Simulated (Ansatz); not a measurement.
These are PBE (plane waves to 420 eV, PAW; Ansatz, a first-principles code) values and carry that method's errors.

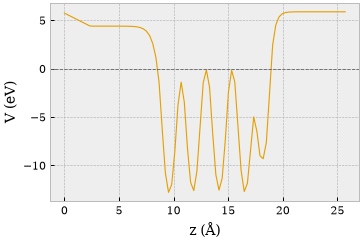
Fig. 1. Electrostatic potential energy of an electron, averaged over planes parallel to the surface, in eV from the Fermi level, for S on the 1x1 (0001) surface of hcp Ti, one in a 1x1 cell, started at the site 'hollow Ti-Ti-Ti over Ti at depth 2.2 Å'

Model: 5-atom slab, 6.8 Å thick at the start under the adsorbate (thin: gaps and levels are the slab's own), 12x12x1 mesh, Fermi-Dirac 0.1 eV, dipole correction, 2 atoms held, the rest relaxed; start symmetry kept, larger cells not searched; no spin, no spin-orbit, no U, no dispersion correction. At the end it is bonded to 3 Ti. In PBE this state lies 0.10 eV over the lowest of the starts that converged ('bridge Ti-Ti (span 2.9 Å)').

**Question.** The surface cell has an area of 7.48 Å². What dipole along the normal does the step between the two vacuum levels imply?

**Answer.** the top vacuum level lies 1.48 eV above the bottom one; p = −ε₀ A ΔV (ε₀ = 0.005526 e/(V·Å)) gives -0.06 e·Å a cell.
